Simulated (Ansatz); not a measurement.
A series of calculations on CH6GaP

## 1. Relaxation

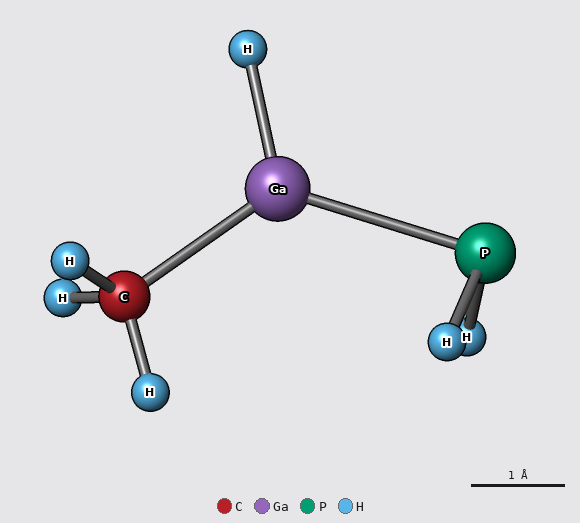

CH6GaP, before the relaxation. The picture is a ball-and-stick view, seen at a tilt.

The run prepares an end point of a later path (hydrogen shift) calculation, from a guessed geometry.

Computed with Ansatz 0.2.0, RKS B3LYP-D4/def2-SVP.

The input:
```yaml
crystal:
  periodic: [false, false, false]
  atoms:
    - { symbol: C, position_ang: [-0.82983, 1.06543, -0.63275] }
    - { symbol: Ga, position_ang: [0.79493, -0.157, -0.39518] }
    - { symbol: P, position_ang: [1.16876, -1.6086, 1.41682] }
    - { symbol: H, position_ang: [-0.53704, 2.11922, -0.6133] }
    - { symbol: H, position_ang: [-1.32217, 0.88428, -1.59276] }
    - { symbol: H, position_ang: [-1.56639, 0.90694, 0.16152] }
    - { symbol: H, position_ang: [1.87032, -0.08503, -1.5883] }
    - { symbol: H, position_ang: [0.04462, -2.34987, 1.02665] }
    - { symbol: H, position_ang: [0.3768, -0.77537, 2.21731] }
basis:
  gaussian: { orbitals: def2-SVP }
hamiltonian:
  xc: b3lyp
  dispersion: d4
relax:
  f_tol: 0.02
  max_steps: 50
```

Launched with:
```bash
ansatz run input.yaml --threads 2 --pin off --max-ram 3072MiB --backend cpu --events-out ev --progress --plain --runs-dir out
```

### Where does the relaxation end?

The largest move after the best rigid fit is that of H8, 1.19 Å. By element the largest moves are H 1.19 Å, P 0.52 Å, Ga 0.20 Å, C 0.15 Å. Among the contacts that change: C1–Ga2 2.047 → 1.981 Å, Ga2–H7 1.608 → 1.579 Å, P3–H8 1.402 → 1.428 Å, Ga2–P3 2.352 → 2.338 Å. Among the angles between lasting bonds that change: Ga2–P3–H8 89.1° → 95.5°, Ga2–P3–H9 89.0° → 95.4°, C1–Ga2–H7 114.7° → 121.1°. Groups turn about Ga2–P3 by about 70°. The energy falls by 0.213 eV in 13 accepted moves (14 points after the start). Largest force component: 0.82 eV/Å at the start, 0.014 eV/Å at the end. The line search rejected the trial step at point 9 of the run. Cost: 26 s on 2 threads of Intel(R) Xeon(R) Platinum 8488C (Sapphire Rapids), with other jobs on the host, peak memory 0.22 GiB.

History of the run:

```json
{"step": "0", "E − E(0), eV": "0.0000", "largest force component, eV/Å": "0.8227", "note": ""}
{"step": "1", "E − E(0), eV": "-0.0586", "largest force component, eV/Å": "0.3872", "note": ""}
{"step": "2", "E − E(0), eV": "-0.0865", "largest force component, eV/Å": "0.1449", "note": ""}
{"step": "3", "E − E(0), eV": "-0.0895", "largest force component, eV/Å": "0.0829", "note": ""}
{"step": "4", "E − E(0), eV": "-0.1126", "largest force component, eV/Å": "0.3121", "note": ""}
{"step": "5", "E − E(0), eV": "-0.1135", "largest force component, eV/Å": "0.9409", "note": ""}
{"step": "6", "E − E(0), eV": "-0.1643", "largest force component, eV/Å": "0.1800", "note": ""}
{"step": "7", "E − E(0), eV": "-0.1882", "largest force component, eV/Å": "0.1174", "note": ""}
{"step": "8", "E − E(0), eV": "-0.1958", "largest force component, eV/Å": "0.1975", "note": ""}
{"step": "9", "E − E(0), eV": "-0.1888", "largest force component, eV/Å": "0.5546", "note": "rejected"}
{"step": "10", "E − E(0), eV": "-0.2077", "largest force component, eV/Å": "0.0996", "note": ""}
{"step": "11", "E − E(0), eV": "-0.2106", "largest force component, eV/Å": "0.0742", "note": ""}
{"step": "12", "E − E(0), eV": "-0.2120", "largest force component, eV/Å": "0.0833", "note": ""}
{"step": "13", "E − E(0), eV": "-0.2123", "largest force component, eV/Å": "0.0561", "note": ""}
{"step": "14", "E − E(0), eV": "-0.2125", "largest force component, eV/Å": "0.0139", "note": ""}
```

Final geometry:

```xyz
9

C    -0.8105    1.2147   -0.6237
Ga    0.5985   -0.1647   -0.4323
P     1.0082   -1.1710    1.6377
H    -0.3329    2.2008   -0.7553
H    -1.4156    1.0251   -1.5251
H    -1.4753    1.2618    0.2510
H     1.5742   -0.5035   -1.6265
H     1.2217   -2.4823    1.1139
H    -0.3681   -1.3808    1.9602
```

The end point in the same view:

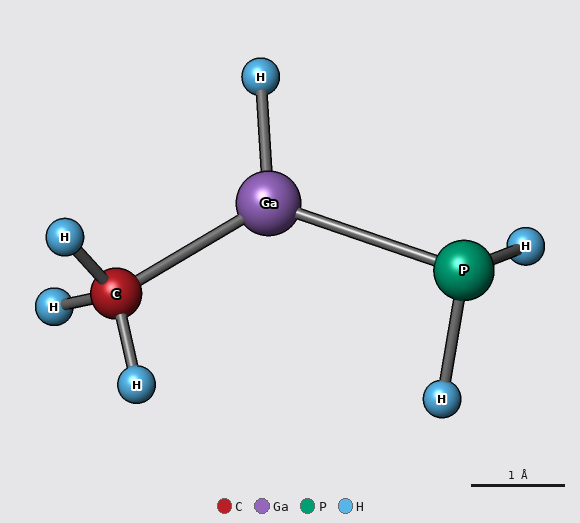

## 2. Relaxation

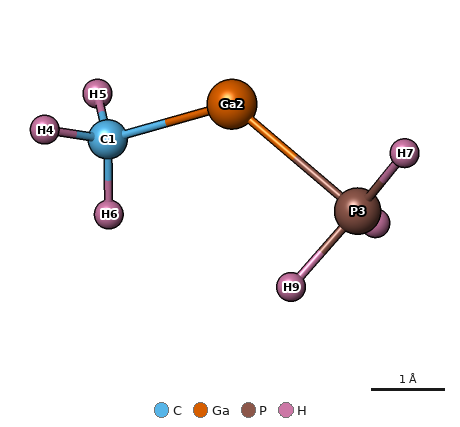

CH₆GaP, before the relaxation. A ball-and-stick model, seen at a tilt.

The run prepares an end point of a later path (hydrogen shift) calculation, from a guessed geometry.

Computed with Ansatz, RKS B3LYP-D4/def2-SVP.

Input
```yaml
crystal:
  periodic: [false, false, false]
  atoms:
    - { symbol: C, position_ang: [-0.82983, 1.06543, -0.63275] }
    - { symbol: Ga, position_ang: [0.79493, -0.157, -0.39518] }
    - { symbol: P, position_ang: [1.16876, -1.6086, 1.41682] }
    - { symbol: H, position_ang: [-0.53704, 2.11922, -0.6133] }
    - { symbol: H, position_ang: [-1.32217, 0.88428, -1.59276] }
    - { symbol: H, position_ang: [-1.56639, 0.90694, 0.16152] }
    - { symbol: H, position_ang: [2.5298, -1.84704, 1.19162] }
    - { symbol: H, position_ang: [0.04462, -2.34987, 1.02665] }
    - { symbol: H, position_ang: [0.3768, -0.77537, 2.21731] }
basis:
  gaussian: { orbitals: def2-SVP }
hamiltonian:
  xc: b3lyp
  dispersion: d4
relax:
  f_tol: 0.02
  max_steps: 50
```

Launched with:
```bash
ansatz run input.yaml --threads 2 --pin off --max-ram 3072MiB --backend cpu --events-out ev --progress --plain --runs-dir out
```

What does the optimiser find from here?

The atom that moves furthest after the best rigid fit is Ga2 (1.23 Å). By element the largest moves are Ga 1.23 Å, H 0.82 Å, P 0.35 Å, C 0.20 Å. Some distances before and after: Ga2–P3 2.352 → 3.100 Å, P3–H7 1.400 → 1.425 Å, C1–Ga2 2.047 → 2.066 Å, C1–H4 1.094 → 1.106 Å. Bonds break, among them: Ga2–P3 (2.35 → 3.10 Å). Among the angles between lasting bonds that change: H7–P3–H9 138.0° → 95.3°, H7–P3–H8 130.1° → 94.9°, H8–P3–H9 91.2° → 95.2°. Over 25 accepted moves (31 points after the start) the energy falls by 295.9 kJ/mol. The largest force component goes from 3.1 to 0.015 eV/Å. The line search rejected the trial steps at points 8, 11, 14, 26, 28, 30 of the run. The forces were under the threshold at step 20, but the run went on from there.

History of the run:

| step | E − E(0), kJ/mol | largest force component, eV/Å | note |
| --- | --- | --- | --- |
| 0 | 0.00 | 3.0710 |  |
| 1 | -87.65 | 1.8971 |  |
| 2 | -145.18 | 0.9568 |  |
| 3 | -214.86 | 1.2600 |  |
| 4 | -256.34 | 1.3408 |  |
| 5 | -281.83 | 0.3640 |  |
| 6 | -288.21 | 0.3042 |  |
| 7 | -293.09 | 0.3215 |  |
| 8 | -292.55 | 0.3020 | rejected |
| 9 | -294.07 | 0.0475 |  |
| 10 | -294.32 | 0.0523 |  |
| 11 | -294.25 | 0.3174 | rejected |
| 12 | -294.63 | 0.0473 |  |
| 13 | -294.88 | 0.1113 |  |
| 14 | -294.88 | 0.2879 | rejected |
| 16 | -295.30 | 0.0404 |  |
| 17 | -295.48 | 0.1172 |  |
| 18 | -295.58 | 0.1260 |  |
| 19 | -295.71 | 0.0679 |  |
| 20 | -295.77 | 0.0133 |  |
| 21 | -295.80 | 0.0237 |  |
| 22 | -295.81 | 0.0451 |  |
| 23 | -295.83 | 0.0290 |  |
| 24 | -295.84 | 0.0036 |  |
| 25 | -295.86 | 0.0149 |  |
| 27 | -295.87 | 0.0209 |  |
| 28 | -295.86 | 0.0763 | rejected |
| 29 | -295.88 | 0.0214 |  |
| 30 | -295.88 | 0.0507 | rejected |
| 31 | -295.89 | 0.0151 |  |

Final geometry:

```xyz
9

C    -0.8731    1.1354   -0.8173
Ga    0.3139   -0.4144   -1.4927
P     0.9297   -1.3568    1.3954
H    -0.3019    1.8439   -0.1891
H    -1.2912    1.7026   -1.6689
H    -1.7208    0.7672   -0.2100
H     2.3253   -1.6265    1.5018
H     0.5362   -2.7249    1.4732
H     0.7415   -1.0886    2.7877
```

After the run, drawn alike:

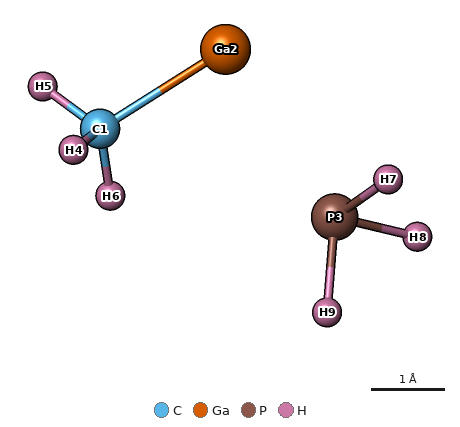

## 3. Path

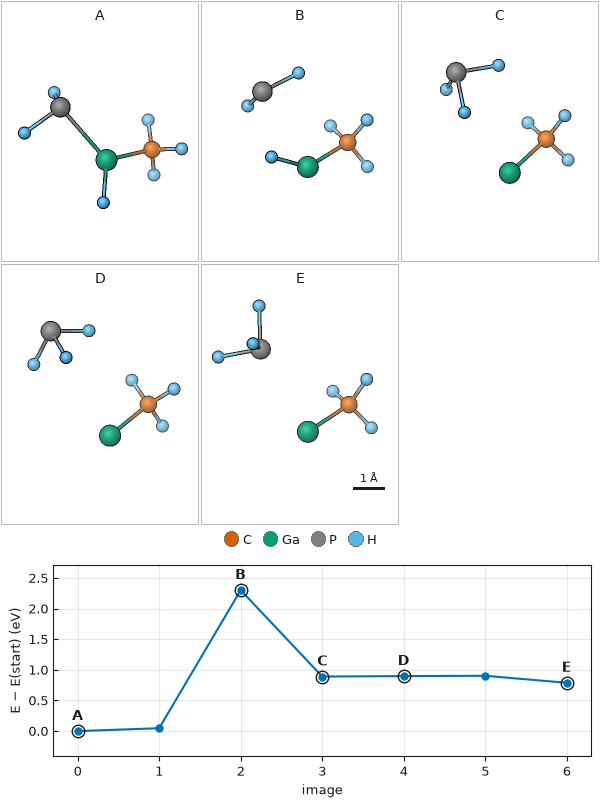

A nudged-elastic-band calculation for CH₆GaP. Images are numbered from 0 (start) to 6 (end). Frames A to E are images 0, 2, 3, 4, 6. A ball-and-stick model, seen at a tilt.

All numbers below come from Ansatz, RKS B3LYP-D4/def2-SVP. Settings: 5 movable images; climbing image; force threshold 0.05 eV/Å; iteration limit 60; starting path through a guess of the saddle point.

Read off the barrier and say what moves.

Answer. The path has more than one stage, and so few images may leave a stage unresolved. Breaking: Ga–H (1.58 → 3.81 Å), Ga–P (2.34 → 3.10 Å). Forming: H–P (3.38 → 1.43 Å). The highest point, image 2, lies 2.30 eV above the start and 1.51 eV above the end; the end is at +0.79 eV relative to the start. The band converged in 18 iterations. The largest component of the band force went from 6.5 to 0.036 eV/Å. The climbing image converged on the top of the path. Its vibrational analysis gives one imaginary mode (887i cm⁻¹), as a transition state must have.

The run took 2.4 min on 2 threads of Intel(R) Xeon(R) Platinum 8488C (Sapphire Rapids) (shared host), peak memory 0.22 GiB.
